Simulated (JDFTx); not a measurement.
- surface = Al(100)
- bulk = Al, Fm-3m, lattice of mp-134 (not re-optimised)
- slab = 4 atoms in 4 planes, 1x1, 6.2 Å between the outermost planes
- in-plane cell = 2.856 × 2.856 Å, 8.16 Å²
- cell height = 22.1 Å
- sampling = 8×8×1 k mesh, Fermi smearing 0.01 Ha, no spin polarisation

Computed with a modified build of JDFTx: PBE, GBRV ultrasoft potentials, plane waves to 20/100 Ha. Liquid on both sides: SCCS (g09 parameters), water, 1 M NaCl; nuclei fixed. SHE scale: U = −μ/e − 4.44 V, by convention.

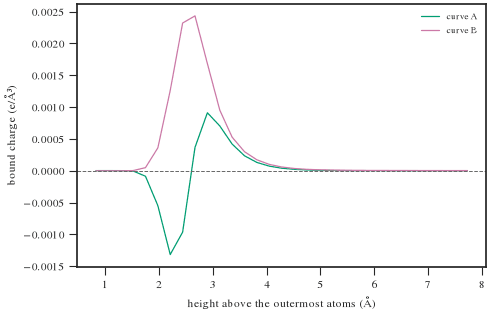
Plane-averaged bound charge of the liquid for two states of the electrode

Problem. One curve is the neutral slab. Which, and what is the sign of the other's charge?

Solution. Curve A is neutral (potential of zero charge, -0.27 V). Curve B is negatively charged, -3.8 μC/cm² at -0.65 V.
